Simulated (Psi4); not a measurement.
# SCAN/def2-TZVPD (sweep point 5) run of BNH4 (SMILES BN)

Aim: the vertical electron affinity of BNH4 at SCAN/def2-TZVPD (sweep point 5), from 2 runs. 

The results are computed with Psi4 1.11.

5 further runs of the same task are left out: 1 that didn't finish, 4 set aside as unsound or not needed.

### 1 The molecule

BNH4 has 6 atoms, charge 0, and is taken as a singlet. As SMILES, `BN`. The shape is that of a PBE0-D4/def2-TZVP optimisation.

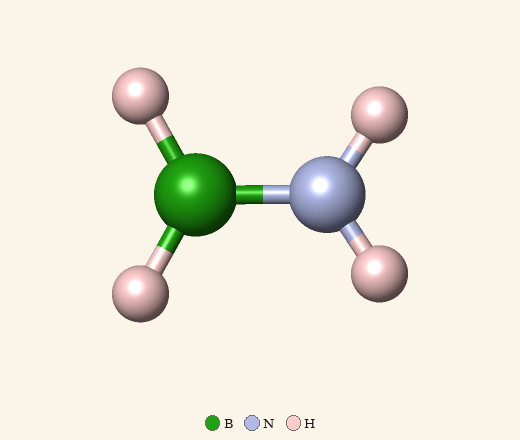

The structure, seen from a chosen angle (boron green, nitrogen light blue, hydrogen pink).

### 2 The energy at SCAN/def2-TZVPD (sweep point 5)

Input file bh4n.in:

```
memory 1600 mb

molecule mol {
  0 1
  B     -0.24226289    -1.28425787    -0.04837699
  N      0.27608899     1.28010048     0.02040904
  H      0.42670016    -2.58514534     1.67713194
  H     -1.34548500    -2.13293388    -1.83152256
  H     -0.22979070     2.48253321    -1.36211459
  H      1.19430691     2.11913888     1.45754576
  units au
  symmetry c1
}

set basis def2-TZVPD
set reference rks
set puream true
set scf_type pk
set dft_radial_points 75
set dft_spherical_points 302

E, wfn = energy("scan", return_wfn=True)
```

Launch:

```bash
$ psi4 -n 1 bh4n.in bh4n.out
```

bh4n.out:

```text
[...]
  Running in c1 symmetry.
[...]
  Nuclear repulsion =   32.316093054913715
[...]
  Multiplicity = 1
[...]
  Nalpha       = 8
  Nbeta        = 8
[...]
    Number of basis functions: 110
[...]
   @RKS iter   1:   -81.69910934425664   -2.84585e-01   7.88404e-03 ADIIS/DIIS
[...]
   @RKS iter   8:   -82.02696042880139   -1.52694e-08   1.49937e-07 DIIS
[...]
    Orbital Energies [Eh]
    ---------------------
    Doubly Occupied:
       1A    -14.151653     2A     -6.610724     3A     -0.841052
       4A     -0.493113     5A     -0.483141     6A     -0.361395
       7A     -0.289154     8A     -0.280119
[...]
  @RKS Final Energy:   -82.02696042880139
   => Energetics <=
    Nuclear Repulsion Energy =             32.3160930549137149
    One-Electron Energy =                -173.5190968886399219
    Two-Electron Energy =                  71.6197580279732477
    DFT Exchange-Correlation Energy =     -12.4437146230484341
    Empirical Dispersion Energy =           0.0000000000000000
    VV10 Nonlocal Energy =                  0.0000000000000000
    Total Energy =                        -82.0269604288013880
[...]
 Multipole Moments:
 ------------------------------------------------------------------------------------
     Multipole            Electronic (a.u.)      Nuclear  (a.u.)        Total (a.u.)
 ------------------------------------------------------------------------------------
 L = 1.  Multiply by 2.5417464519 to convert [e a0] to [Debye]
 Dipole X            :          0.0718362            0.0811556            0.1529918
 Dipole Y            :          0.3557495            0.4016450            0.7573944
 Dipole Z            :          0.0095709            0.0107185            0.0202893
 Magnitude           :                                                    0.7729583
[...]
```

Run time: 17 s. Hardware: 1 thread of Intel Xeon Platinum 8488C (Sapphire Rapids), shared host; peak memory 0.51 GiB.

### 3 The doublet anion, same level

Input file calc.inp:

```
memory 1600 MB

molecule molecule1 {
  -1 2
  B     -0.24226289    -1.28425787    -0.04837699
  N      0.27608899     1.28010048     0.02040904
  H      0.42670016    -2.58514534     1.67713194
  H     -1.34548500    -2.13293388    -1.83152256
  H     -0.22979070     2.48253321    -1.36211459
  H      1.19430691     2.11913888     1.45754576
  units au
  symmetry c1
}

set {
  basis                def2-TZVPD
  reference            uks
  puream               true
  scf_type             pk
  dft_radial_points    75
  dft_spherical_points 302
  maxiter              150
}

e_tot, wfn = energy("scan", return_wfn=True)
print_variables()
```

Launch:

```bash
$ psi4 -n 1 calc.inp calc.out
```

calc.out:

```text
[...]
  Running in c1 symmetry.
[...]
  Nuclear repulsion =   32.316093054913715
[...]
  Multiplicity = 2
[...]
  Nalpha       = 9
  Nbeta        = 8
[...]
    Number of basis functions: 110
[...]
   @UKS iter   1:   -81.35617247020286    5.83522e-02   9.71692e-03 DIIS/ADIIS
[...]
   @UKS iter  11:   -81.99001287841941   -2.13693e-08   2.40814e-07 DIIS
[...]
   @S^2 Observed:                7.503466107E-01
[...]
    Orbital Energies [Eh]
    ---------------------
    Alpha Occupied:
       1A    -13.995183     2A     -6.460347     3A     -0.685099
       4A     -0.341036     5A     -0.326747     6A     -0.215048
       7A     -0.141992     8A     -0.125948     9A      0.081833
    Alpha Virtual:
      10A      0.123941    11A      0.124622    12A      0.146347
      13A      0.187387    14A      0.206572    15A      0.206701
      16A      0.211647    17A      0.224846    18A      0.269262
      19A      0.269785    20A      0.274761    21A      0.287100
      22A      0.329895    23A      0.341977    24A      0.348291
      25A      0.348682    26A      0.373045    27A      0.381376
[...]
  @UKS Final Energy:   -81.99001287841941
   => Energetics <=
    Nuclear Repulsion Energy =             32.3160930549137149
    One-Electron Energy =                -175.9232685833198673
    Two-Electron Energy =                  74.1422215952615318
    DFT Exchange-Correlation Energy =     -12.5250589452747931
    Empirical Dispersion Energy =           0.0000000000000000
    VV10 Nonlocal Energy =                  0.0000000000000000
    Total Energy =                        -81.9900128784194067
[...]
 Multipole Moments:
 ------------------------------------------------------------------------------------
     Multipole            Electronic (a.u.)      Nuclear  (a.u.)        Total (a.u.)
 ------------------------------------------------------------------------------------
 L = 1.  Multiply by 2.5417464519 to convert [e a0] to [Debye]
 Dipole X            :          0.0754124            0.0811556            0.1565680
 Dipole Y            :          0.3721295            0.4016450            0.7737745
 Dipole Z            :          0.0101125            0.0107185            0.0208310
 Magnitude           :                                                    0.7897306
[...]
```

Wall time 29 s (1 thread of Intel Xeon Platinum 8488C (Sapphire Rapids), shared host); peak memory 0.52 GiB.

### 4 Results

Level: SCAN/def2-TZVPD (sweep point 5).

```
                                         quantity         value
                       singlet BNH4: total energy  -82.02696 Eh
                      singlet BNH4: dipole moment        1.96 D
                        singlet BNH4: HOMO energy      -7.62 eV
                        singlet BNH4: LUMO energy      -0.42 eV
                      singlet BNH4: HOMO–LUMO gap       7.20 eV
                      doublet anion: total energy  -81.99001 Eh
doublet anion: HOMO energy (highest over α and β)       2.23 eV
 doublet anion: LUMO energy (lowest over α and β)       3.11 eV
                              doublet anion: ⟨S²⟩         0.750
vertical electron affinity (to the doublet anion)     -1.005 eV
```

In words: The anion lies 1.01 eV (97 kJ/mol) above the neutral: the electron isn't bound at this level, and such a value depends on the basis. The HOMO (doublet anion) lies at positive energy, 2.23 eV, as semi-local functionals often give for anions; only total energies tell whether the electron is bound.
